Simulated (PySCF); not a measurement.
**C3H9GaSi (SMILES [SiH3]/C=C\[CH2][GaH2]): density, localisation and related maps**

Input file:

```
{"job": {"kind": "uv", "xc": "PBE0", "basis": "def2-SVPD", "nstates": 8, "ntriplets": 3}, "charge": 0, "multiplicity": 1}
Si    -1.464675     1.154215     0.069921
C     -1.145230    -0.301118     1.199779
C     -0.192789    -1.211397     0.965292
C      0.704578    -1.196707    -0.210827
Ga     1.952862     0.406832     0.098364
H     -0.144368     1.798722    -0.275628
H     -2.083173     0.737933    -1.197764
H     -2.324256     2.129389     0.741799
H     -1.737827    -0.404306     2.099691
H     -0.020436    -2.005823     1.686101
H      1.227391    -2.149703    -0.331359
H      0.158318    -0.984581    -1.137614
H      2.053626     1.097012     1.512854
H      3.015302     0.929059    -0.962748
```

Run with:

```sh
OMP_NUM_THREADS=1 python probes_run.py task.json out
```

Geometry: GFN2-xTB.

Theory: PySCF, PBE0/def2-SVPD, SCF density, gas phase.

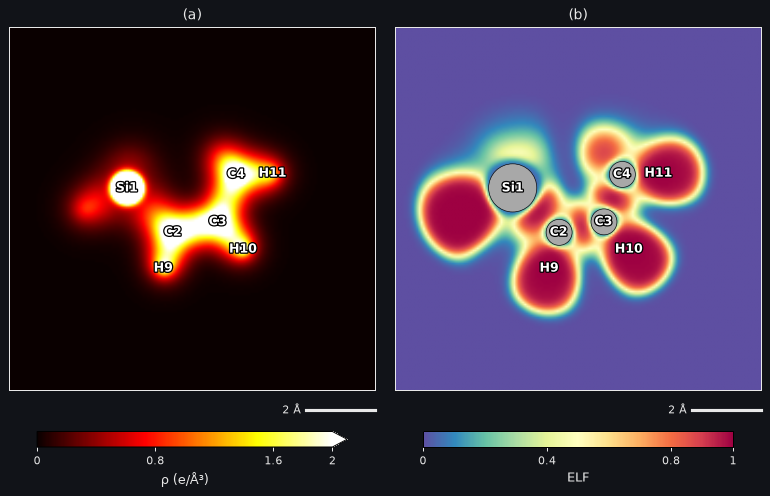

Figure 1. (a) electron density; (b) ELF on the plane of atoms C2, C3 and H10. Grey discs cover the atomic cores in the ELF map.

Interpret the plot.

The plane passes through Si, C and H nuclei.
C–C (1.34 Å): ρ is about 2.3 e/Å³ halfway; the ELF peaks at about 0.90 between the atoms; a multiple bond.
C–Si (1.87 Å): ρ at the midpoint is about 0.96 e/Å³; the ELF peaks at about 0.95 between the atoms (a shared electron pair).
C–H (1.08 Å): ρ is about 1.9 e/Å³ halfway; the ELF climbs to about 1 towards the hydrogen, as it does in any bond to H (an ordinary covalent bond to hydrogen).
C–C (1.48 Å): the density is about 1.8 e/Å³ at the midpoint; the ELF peaks at about 0.95 between the atoms (a covalent bond).

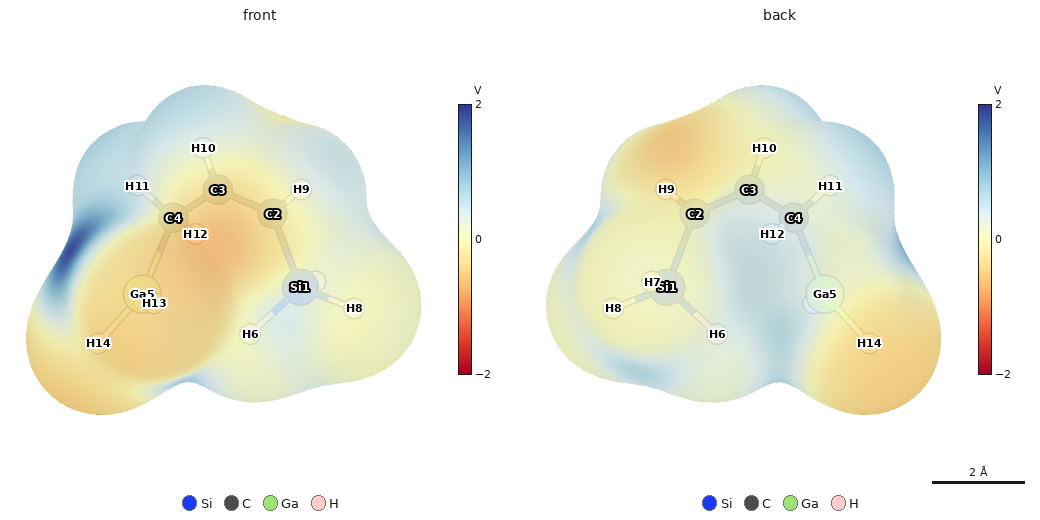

Figure 2. The molecular electrostatic potential painted on the density surface at 0.001 e/bohr³, seen from the front and from behind; the colour scale runs from red (negative) to blue (positive).

Which sites attract a positive test charge, and which a negative one?

A positive charge is drawn to the negative regions and a negative charge to the positive ones. The most negative region (about −0.7 V) lies over C2, C3 and H13, the most positive (about +1.7 V) over Ga5.

What dipole moment does the calculation give?

Its dipole moment is 1.10 D.
